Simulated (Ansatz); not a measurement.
# Geometry relaxation of CH$_{4}$NSi (charge −1) (part 1 of 2)

- system: CH$_{4}$NSi, charge −1
- method: RKS PBE-D4/def2-SVPD (Ansatz 0.2.0)

Figures and captions count atoms from 1; the log counts them from 0 in places.

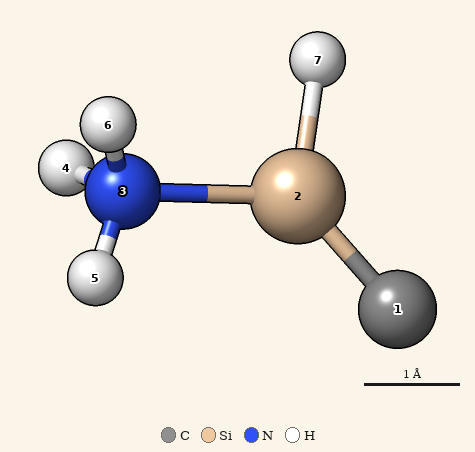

Figure 1. The structure as given in the input (ball-and-stick view, seen at a tilt; atoms are numbered from 1 in the order of the input). Bond lengths as drawn: C–Si 1.59 Å, H–N 1.02 Å, H–Si 1.53 Å and N–Si 1.91 Å.

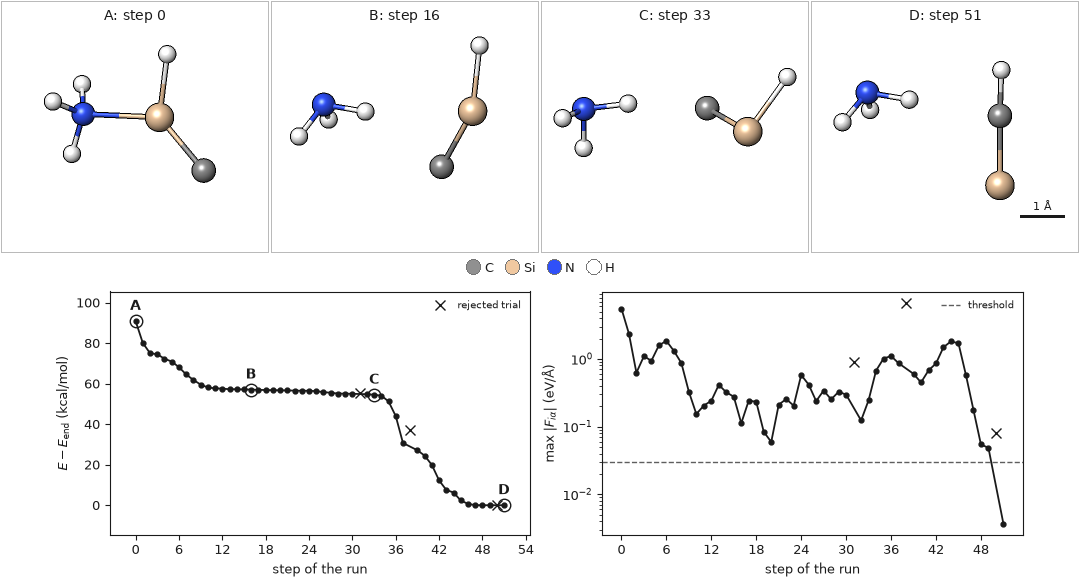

Figure 2. Frames of the relaxation (ball-and-stick view, seen at a tilt) above the curves, on which the letters mark them (the first geometry is step 0 here and step 1 in the log).

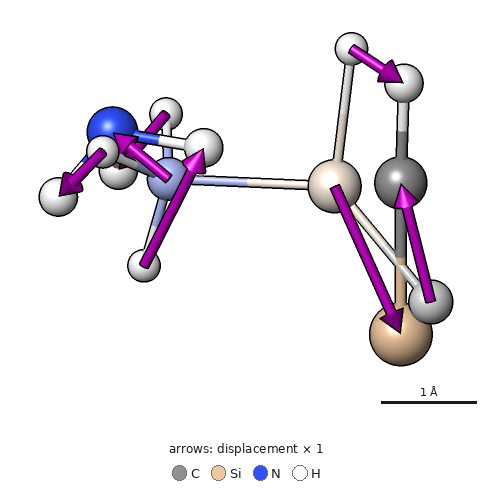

Figure 3. Start (faint) and end (solid) with the displacements as pink arrows, at true length (ball-and-stick view, seen at a tilt). The two geometries are laid on each other by the best rigid fit. The atom that moves furthest after the best rigid fit is Si2 (1.71 Å). By element the largest moves are Si 1.71 Å, H 1.51 Å, C 1.31 Å, N 0.79 Å. Among the contacts that change: Si2–N3 1.914 → 3.794 Å, C1–H7 2.813 → 1.099 Å, Si2–H7 1.533 → 2.763 Å, C1–Si2 1.590 → 1.664 Å. New bonds form: C1–H7 (2.81 → 1.10 Å). Bonds break: Si2–H7 (1.53 → 2.76 Å), Si2–N3 (1.91 → 3.79 Å). Among the angles that change: H4–N3–H5 108.9° → 102.7°, H4–N3–H6 107.2° → 103.9°. Over 51 geometry steps the energy falls by 91.0 kcal/mol. Largest force component: 5.5 eV/Å at the start, 0.0037 eV/Å at the end. The line search rejected the trial steps at points 31, 38, 50 (counted from 0) and went back. (Atoms are counted from 1 in the order of the input.)

These pictures come from the run below.

## Input
```yaml
crystal:
  periodic: [false, false, false]
  atoms:
    - {symbol: C, position_ang: [0.721020, -2.149075, 0.914874]}
    - {symbol: Si, position_ang: [0.755798, -0.646891, 0.395487]}
    - {symbol: N, position_ang: [-0.647422, 0.451766, -0.302926]}
    - {symbol: H, position_ang: [-0.429565, 0.758924, -1.250867]}
    - {symbol: H, position_ang: [-1.525934, -0.066301, -0.317879]}
    - {symbol: H, position_ang: [-0.768547, 1.289902, 0.265631]}
    - {symbol: H, position_ang: [1.950068, 0.312065, 0.325430]}
basis:
  gaussian: {orbitals: def2-SVPD}
total_charge: -1
hamiltonian: {xc: pbe, dispersion: d4}
relax: {f_tol: 0.03, max_steps: 250}
```

Launched with:
```bash
ansatz run in.yaml --threads 2 --pin off --events-out ev --progress --plain --max-ram 4352MiB
```

## Log
```
Functional definition: PBE
  name "PBE"
  cite "Perdew, Burke & Ernzerhof, Phys. Rev. Lett. 77, 3865 (1996) doi:10.1103/PhysRevLett.77.3865"
  parent pbe
  parameter kappa = 0.804
  parameter beta = 0.06672455060314922
  exchange = pbe_x(kappa = kappa, mu = beta*pi^2/3)
  correlation = pbe_c(beta = beta)
828 factors; their error is unknown
mean field evaluation 1: about -10431.6173 eV, gradient 7.9e1 eV
mean field evaluation 2: about -10264.0678 eV, gradient 1.4e2 eV
mean field evaluation 4: about -10446.4969 eV, gradient 4.5e1 eV
mean field evaluation 8: about -10452.6500 eV, gradient 2.2e0 eV
mean field evaluation 16: about -10452.6377 eV, gradient 4.0e-3 eV
mean field -10452.63773404 eV, -384.1273516737 hartree, gradient 7.4e-5 eV, S^2 0.000000; 1 other end points of the search recorded, 0 dependent functions left out
the calculation of the forces begins
reference -10452.63777174 eV, -384.1273530593 hartree; 16, 16 occupied and 80, 80 virtual orbitals, 828 factors
relax step   1: F+E_penalty+E_count = -10452.78983586 eV  Δ(F+E_penalty+E_count) = +0.000e0 eV  max|allowed force component| = 5.539e0 eV/Å  Δτ_max = 0.0000 Å  (50 SCF iters, accepted)
these checks for a lower state are left out or cut short: starts, cluster_reference, orbital_swaps, neighbouring_geometries, increment
828 factors; their error is unknown
mean field evaluation 32: about -10453.1106 eV, gradient 4.4e-3 eV
mean field -10453.11062606 eV, -384.1447301348 hartree, gradient 2.0e-5 eV, S^2 0.000000; 0 other end points of the search recorded, 0 dependent functions left out
[... from here on the field's lines of each further geometry are left out, up to the last ...]
relax step   2: F+E_penalty+E_count = -10453.26002572 eV  Δ(F+E_penalty+E_count) = -4.702e-1 eV  max|allowed force component| = 2.357e0 eV/Å  Δτ_max = 0.1150 Å  (34 SCF iters, accepted)
relax step   3: F+E_penalty+E_count = -10453.47995598 eV  Δ(F+E_penalty+E_count) = -2.199e-1 eV  max|allowed force component| = 6.245e-1 eV/Å  Δτ_max = 0.1274 Å  (39 SCF iters, accepted)
relax step   4: F+E_penalty+E_count = -10453.50118768 eV  Δ(F+E_penalty+E_count) = -2.123e-2 eV  max|allowed force component| = 1.095e0 eV/Å  Δτ_max = 0.1652 Å  (37 SCF iters, accepted)
relax step   5: F+E_penalty+E_count = -10453.59868097 eV  Δ(F+E_penalty+E_count) = -9.749e-2 eV  max|allowed force component| = 9.382e-1 eV/Å  Δτ_max = 0.1549 Å  (38 SCF iters, accepted)
relax step   6: F+E_penalty+E_count = -10453.65778384 eV  Δ(F+E_penalty+E_count) = -5.910e-2 eV  max|allowed force component| = 1.583e0 eV/Å  Δτ_max = 0.1939 Å  (38 SCF iters, accepted)
relax step   7: F+E_penalty+E_count = -10453.77813826 eV  Δ(F+E_penalty+E_count) = -1.204e-1 eV  max|allowed force component| = 1.847e0 eV/Å  Δτ_max = 0.1930 Å  (37 SCF iters, accepted)
relax step   8: F+E_penalty+E_count = -10453.93440485 eV  Δ(F+E_penalty+E_count) = -1.563e-1 eV  max|allowed force component| = 1.313e0 eV/Å  Δτ_max = 0.1918 Å  (35 SCF iters, accepted)
relax step   9: F+E_penalty+E_count = -10454.05190596 eV  Δ(F+E_penalty+E_count) = -1.175e-1 eV  max|allowed force component| = 8.697e-1 eV/Å  Δτ_max = 0.1986 Å  (31 SCF iters, accepted)
relax step  10: F+E_penalty+E_count = -10454.15063852 eV  Δ(F+E_penalty+E_count) = -9.873e-2 eV  max|allowed force component| = 3.283e-1 eV/Å  Δτ_max = 0.1989 Å  (35 SCF iters, accepted)
relax step  11: F+E_penalty+E_count = -10454.21364776 eV  Δ(F+E_penalty+E_count) = -6.301e-2 eV  max|allowed force component| = 1.535e-1 eV/Å  Δτ_max = 0.1996 Å  (35 SCF iters, accepted)
relax step  12: F+E_penalty+E_count = -10454.23115241 eV  Δ(F+E_penalty+E_count) = -1.750e-2 eV  max|allowed force component| = 2.042e-1 eV/Å  Δτ_max = 0.1138 Å  (31 SCF iters, accepted)
relax step  13: F+E_penalty+E_count = -10454.23736303 eV  Δ(F+E_penalty+E_count) = -6.211e-3 eV  max|allowed force component| = 2.408e-1 eV/Å  Δτ_max = 0.0636 Å  (30 SCF iters, accepted)
relax step  14: F+E_penalty+E_count = -10454.25071714 eV  Δ(F+E_penalty+E_count) = -1.335e-2 eV  max|allowed force component| = 4.134e-1 eV/Å  Δτ_max = 0.1934 Å  (31 SCF iters, accepted)
relax step  15: F+E_penalty+E_count = -10454.25088749 eV  Δ(F+E_penalty+E_count) = -1.703e-4 eV  max|allowed force component| = 3.214e-1 eV/Å  Δτ_max = 0.1440 Å  (36 SCF iters, accepted)
relax step  16: F+E_penalty+E_count = -10454.25588982 eV  Δ(F+E_penalty+E_count) = -5.002e-3 eV  max|allowed force component| = 2.766e-1 eV/Å  Δτ_max = 0.1180 Å  (30 SCF iters, accepted)
relax step  17: F+E_penalty+E_count = -10454.25858610 eV  Δ(F+E_penalty+E_count) = -2.696e-3 eV  max|allowed force component| = 1.123e-1 eV/Å  Δτ_max = 0.0577 Å  (30 SCF iters, accepted)
relax step  18: F+E_penalty+E_count = -10454.26377097 eV  Δ(F+E_penalty+E_count) = -5.185e-3 eV  max|allowed force component| = 2.429e-1 eV/Å  Δτ_max = 0.1368 Å  (37 SCF iters, accepted)
relax step  19: F+E_penalty+E_count = -10454.26763368 eV  Δ(F+E_penalty+E_count) = -3.863e-3 eV  max|allowed force component| = 2.323e-1 eV/Å  Δτ_max = 0.1219 Å  (31 SCF iters, accepted)
relax step  20: F+E_penalty+E_count = -10454.27144316 eV  Δ(F+E_penalty+E_count) = -3.809e-3 eV  max|allowed force component| = 8.399e-2 eV/Å  Δτ_max = 0.0477 Å  (31 SCF iters, accepted)
relax step  21: F+E_penalty+E_count = -10454.27349953 eV  Δ(F+E_penalty+E_count) = -2.056e-3 eV  max|allowed force component| = 5.931e-2 eV/Å  Δτ_max = 0.0673 Å  (31 SCF iters, accepted)
relax step  22: F+E_penalty+E_count = -10454.27710617 eV  Δ(F+E_penalty+E_count) = -3.607e-3 eV  max|allowed force component| = 2.108e-1 eV/Å  Δτ_max = 0.1957 Å  (30 SCF iters, accepted)
relax step  23: F+E_penalty+E_count = -10454.27991067 eV  Δ(F+E_penalty+E_count) = -2.805e-3 eV  max|allowed force component| = 2.552e-1 eV/Å  Δτ_max = 0.1074 Å  (31 SCF iters, accepted)
relax step  24: F+E_penalty+E_count = -10454.28351150 eV  Δ(F+E_penalty+E_count) = -3.601e-3 eV  max|allowed force component| = 2.041e-1 eV/Å  Δτ_max = 0.0787 Å  (30 SCF iters, accepted)
relax step  25: F+E_penalty+E_count = -10454.28387994 eV  Δ(F+E_penalty+E_count) = -3.684e-4 eV  max|allowed force component| = 5.780e-1 eV/Å  Δτ_max = 0.1637 Å  (36 SCF iters, accepted)
relax step  26: F+E_penalty+E_count = -10454.29207339 eV  Δ(F+E_penalty+E_count) = -8.193e-3 eV  max|allowed force component| = 4.174e-1 eV/Å  Δτ_max = 0.1467 Å  (37 SCF iters, accepted)
relax step  27: F+E_penalty+E_count = -10454.31295619 eV  Δ(F+E_penalty+E_count) = -2.088e-2 eV  max|allowed force component| = 2.380e-1 eV/Å  Δτ_max = 0.2000 Å  (37 SCF iters, accepted)
relax step  28: F+E_penalty+E_count = -10454.32610654 eV  Δ(F+E_penalty+E_count) = -1.315e-2 eV  max|allowed force component| = 3.411e-1 eV/Å  Δτ_max = 0.1903 Å  (37 SCF iters, accepted)
relax step  29: F+E_penalty+E_count = -10454.34342923 eV  Δ(F+E_penalty+E_count) = -1.732e-2 eV  max|allowed force component| = 2.523e-1 eV/Å  Δτ_max = 0.2000 Å  (37 SCF iters, accepted)
relax step  30: F+E_penalty+E_count = -10454.34482259 eV  Δ(F+E_penalty+E_count) = -1.393e-3 eV  max|allowed force component| = 3.273e-1 eV/Å  Δτ_max = 0.0336 Å  (32 SCF iters, accepted)
relax step  31: F+E_penalty+E_count = -10454.34836354 eV  Δ(F+E_penalty+E_count) = -3.541e-3 eV  max|allowed force component| = 2.967e-1 eV/Å  Δτ_max = 0.0337 Å  (32 SCF iters, accepted)
relax step  32: F+E_penalty+E_count = -10454.32528675 eV  Δ(F+E_penalty+E_count) = +2.308e-2 eV  max|allowed force component| = 8.882e-1 eV/Å  Δτ_max = 0.1935 Å  (36 SCF iters, rejected (line search))
relax step  33: F+E_penalty+E_count = -10454.35769102 eV  Δ(F+E_penalty+E_count) = -9.327e-3 eV  max|allowed force component| = 1.233e-1 eV/Å  Δτ_max = 0.0890 Å  (32 SCF iters, accepted)
relax step  34: F+E_penalty+E_count = -10454.36934516 eV  Δ(F+E_penalty+E_count) = -1.165e-2 eV  max|allowed force component| = 2.452e-1 eV/Å  Δτ_max = 0.0727 Å  (32 SCF iters, accepted)
relax step  35: F+E_penalty+E_count = -10454.38773281 eV  Δ(F+E_penalty+E_count) = -1.839e-2 eV  max|allowed force component| = 6.724e-1 eV/Å  Δτ_max = 0.1460 Å  (35 SCF iters, accepted)
relax step  36: F+E_penalty+E_count = -10454.51023045 eV  Δ(F+E_penalty+E_count) = -1.225e-1 eV  max|allowed force component| = 1.013e0 eV/Å  Δτ_max = 0.1948 Å  (36 SCF iters, accepted)
relax step  37: F+E_penalty+E_count = -10454.82533791 eV  Δ(F+E_penalty+E_count) = -3.151e-1 eV  max|allowed force component| = 1.102e0 eV/Å  Δτ_max = 0.1948 Å  (35 SCF iters, accepted)
relax step  38: F+E_penalty+E_count = -10455.40119923 eV  Δ(F+E_penalty+E_count) = -5.759e-1 eV  max|allowed force component| = 8.648e-1 eV/Å  Δτ_max = 0.1950 Å  (35 SCF iters, accepted)
relax step  39: F+E_penalty+E_count = -10455.12028090 eV  Δ(F+E_penalty+E_count) = +2.809e-1 eV  max|allowed force component| = 6.791e0 eV/Å  Δτ_max = 0.1950 Å  (35 SCF iters, rejected (line search))
relax step  40: F+E_penalty+E_count = -10455.55771293 eV  Δ(F+E_penalty+E_count) = -1.565e-1 eV  max|allowed force component| = 6.018e-1 eV/Å  Δτ_max = 0.0972 Å  (36 SCF iters, accepted)
relax step  41: F+E_penalty+E_count = -10455.67246560 eV  Δ(F+E_penalty+E_count) = -1.148e-1 eV  max|allowed force component| = 4.490e-1 eV/Å  Δτ_max = 0.0974 Å  (37 SCF iters, accepted)
relax step  42: F+E_penalty+E_count = -10455.87207630 eV  Δ(F+E_penalty+E_count) = -1.996e-1 eV  max|allowed force component| = 6.748e-1 eV/Å  Δτ_max = 0.1463 Å  (36 SCF iters, accepted)
relax step  43: F+E_penalty+E_count = -10456.20210326 eV  Δ(F+E_penalty+E_count) = -3.300e-1 eV  max|allowed force component| = 8.573e-1 eV/Å  Δτ_max = 0.1950 Å  (36 SCF iters, accepted)
relax step  44: F+E_penalty+E_count = -10456.40789914 eV  Δ(F+E_penalty+E_count) = -2.058e-1 eV  max|allowed force component| = 1.489e0 eV/Å  Δτ_max = 0.1953 Å  (36 SCF iters, accepted)
relax step  45: F+E_penalty+E_count = -10456.46125676 eV  Δ(F+E_penalty+E_count) = -5.336e-2 eV  max|allowed force component| = 1.813e0 eV/Å  Δτ_max = 0.1945 Å  (30 SCF iters, accepted)
```
